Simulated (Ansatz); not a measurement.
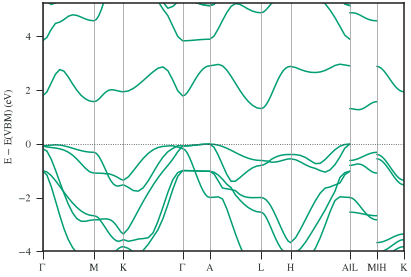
Band structure from plane-wave PAW r²SCAN+D4 (Ansatz code)

The gap is 1.24 eV; an edge lies off the plotted path or next to a special point (maximum off the standard path, minimum off the standard path).

Question: Which of these materials gives this?
(A) SnSeS, P3m1 (Sn on 1b, Se on 1a, S on 1c)
(B) Ti4H3NS8, P3m1 (Pearson symbol hP16)
(C) CuI, P-3m1 (Cu on 2d, I on 2d)

Answer: A, SnSeS, P3m1 (Sn on 1b, Se on 1a, S on 1c)

The first step of the workflow began from a Materials Project structure, measured or hypothetical; the Crystallography Open Database copy checked does not list it. With Se and S taken as one species the cell has the higher symmetry P-3m1, so it may be an ordered model of a mixed-site phase. Whether it is the stable phase at ambient conditions was not checked. Symmetry was held in the r²SCAN+D4 relaxation; its stability against distortions is not shown here. Scalar-relativistic: spin–orbit coupling is off unless named, which matters more the heavier the elements.

Potentials: the later of the program's two PAW sets.
